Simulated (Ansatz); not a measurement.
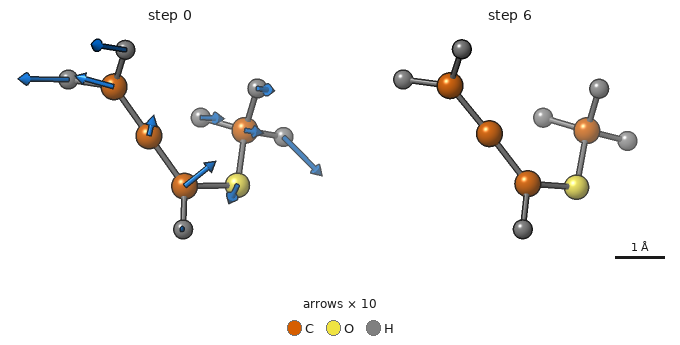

The structure of C₄H₆O (coarse preliminary run) before (left) and after (right) a relaxation, at one scale. The blue arrows give the displacements, magnified 10 times.

The picture is a ball-and-stick view, seen from a free direction.

The start comes from a force field.

These are results of RKS PBE-D4/def2-SVP (Ansatz), not measurements.

The input:
```yaml
crystal:
  periodic: [false, false, false]
  atoms:
    - {symbol: C, position_ang: [-0.633200, 0.169900, 1.915100]}
    - {symbol: C, position_ang: [-0.460900, -0.512300, 0.848500]}
    - {symbol: C, position_ang: [-0.270100, -1.240100, -0.211700]}
    - {symbol: O, position_ang: [0.394900, -0.764600, -1.362300]}
    - {symbol: C, position_ang: [0.676200, 0.598200, -1.412100]}
    - {symbol: H, position_ang: [0.070500, 0.327000, 2.676200]}
    - {symbol: H, position_ang: [-1.600700, 0.731200, 2.032700]}
    - {symbol: H, position_ang: [-0.434900, -2.278000, -0.265000]}
    - {symbol: H, position_ang: [1.106100, 0.833100, -2.336900]}
    - {symbol: H, position_ang: [1.436400, 0.837700, -0.617000]}
    - {symbol: H, position_ang: [-0.219000, 1.241000, -1.247000]}
basis:
  gaussian: {orbitals: def2-SVP}
hamiltonian: {xc: pbe, dispersion: d4}
relax: {f_tol: 0.03, max_steps: 200}
```

Command:
```bash
ansatz run in.yaml --threads 4 --pin off --events-out ev --progress --plain --max-ram 10444MiB
```

### Describe what moved and what it gained.

After 6 geometry steps the energy has fallen by 36.6 kJ/mol. The largest force component goes from 2.7 to 0.012 eV/Å. The largest move after the best rigid fit is that of H7, 0.13 Å. Largest moves by element: H 0.13 Å, C 0.09 Å, O 0.06 Å. Some distances before and after: C1–H6 1.048 → 1.107 Å, C3–H8 1.052 → 1.104 Å, C3–O4 1.411 → 1.363 Å, C1–C2 1.278 → 1.319 Å. Bond angles that change, for instance: C2–C1–H6 126.5° → 122.0°, C2–C3–O4 123.0° → 127.6°, C2–C1–H7 118.0° → 122.0°.
